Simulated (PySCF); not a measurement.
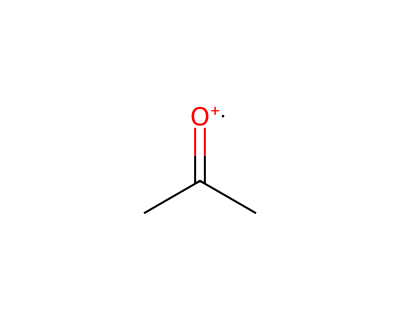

Charge +1, doublet. Computed geometry: GFN2-xTB optimisation. No frequency run is at hand to confirm it as a minimum. Level of theory: UKS B3LYP, pcH-1 on C H O, non-relativistic (PySCF 2.14.0).

Computed properties:

The species is C3H6O(+) (`CC(C)=[O+]`).
- ⟨S²⟩ of the determinant: 0.756
- isotropic g value: 2.00357
